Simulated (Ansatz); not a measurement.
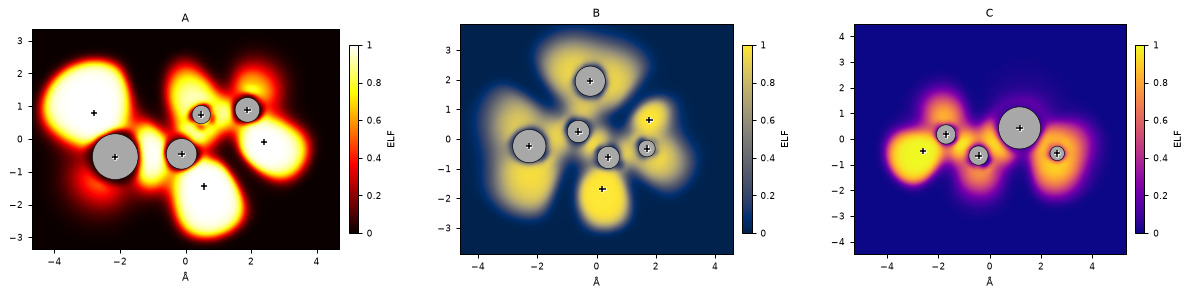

The electron localisation function of 3 systems, each on a plane through atoms (crosses mark nuclei in the plane; grey discs cover the cores).

All numbers below come from Ansatz 0.2.0, RKS PBE0-D4/def2-TZVPP.

System 1: C2H8GeO3, the plane of atoms C2, Ge3 and O6. Geometry: PBE0-D4/def2-TZVP.

```yaml
atoms:
  - { symbol: C, position_ang: [0.9013, -1.1345, 1.3738] }
  - { symbol: C, position_ang: [0.6773, -0.9879, -0.1262] }
  - { symbol: Ge, position_ang: [-0.4244, 0.5336, -0.5713] }
  - { symbol: O, position_ang: [-2.0873, 0.3133, 0.0086] }
  - { symbol: O, position_ang: [0.1909, 2.0210, 0.1786] }
  - { symbol: O, position_ang: [-0.4938, 0.8128, -2.3219] }
  - { symbol: H, position_ang: [1.5352, -1.9975, 1.5907] }
  - { symbol: H, position_ang: [-0.0430, -1.2759, 1.9042] }
  - { symbol: H, position_ang: [1.3874, -0.2504, 1.7916] }
  - { symbol: H, position_ang: [0.1869, -1.8702, -0.5455] }
  - { symbol: H, position_ang: [1.6218, -0.8644, -0.6623] }
  - { symbol: H, position_ang: [-2.3814, 1.0768, 0.5118] }
  - { symbol: H, position_ang: [0.3186, 2.7105, -0.4777] }
  - { symbol: H, position_ang: [-1.4023, 0.8835, -2.6256] }
```

System 2: CH7BOSi (SMILES COB[SiH3]), the plane of atoms O2, B3 and Si4. Geometry: PBE0-D4/def2-TZVP.

```xyz
11

C    -1.6373    1.1891   -0.6411
O    -0.3445    0.7954   -0.2169
B    -0.0331   -0.4791    0.0586
Si    1.8484   -0.9250    0.6608
H    -1.5540    1.6686   -1.6180
H    -2.0347    1.9123    0.0731
H    -2.3081    0.3284   -0.7077
H    -0.8866   -1.3260   -0.0594
H     1.8121   -1.5518    2.0143
H     2.4546   -1.9279   -0.2626
H     2.7486    0.2592    0.7197
```

System 3: C2H3ClOS (SMILES OC=C(S)Cl), the plane of atoms O1, C2 and C3. Geometry: PBE0-D4/def2-TZVP.

```yaml
atoms:
  - { symbol: O, position_ang: [-0.4164, 0.8025, 1.7037] }
  - { symbol: C, position_ang: [0.2623, 0.0491, 0.8387] }
  - { symbol: C, position_ang: [0.0818, 0.0153, -0.4861] }
  - { symbol: S, position_ang: [1.1286, -0.8765, -1.5455] }
  - { symbol: Cl, position_ang: [-1.1710, 1.0276, -1.1580] }
  - { symbol: H, position_ang: [-1.0673, 1.3231, 1.2090] }
  - { symbol: H, position_ang: [1.0216, -0.5684, 1.3020] }
  - { symbol: H, position_ang: [0.2524, -1.8299, -1.9197] }
```

### Which map belongs to which system?

Panel A is system 2, CH7BOSi: the plane holds C, O, B, Si and H. B–O (1.34 Å): the ELF peaks at about 0.90 between the atoms; a polar covalent bond. Panel B is system 3, C2H3ClOS: the plane holds O, C, S, Cl and H. C–O (1.33 Å): the ELF peaks at about 0.90 between the atoms (a polar covalent bond). Panel C is system 1, C2H8GeO3: the plane holds C, Ge, O and H. C–C (1.52 Å): the ELF peaks at about 0.95 between the atoms (localised, covalent bonding).
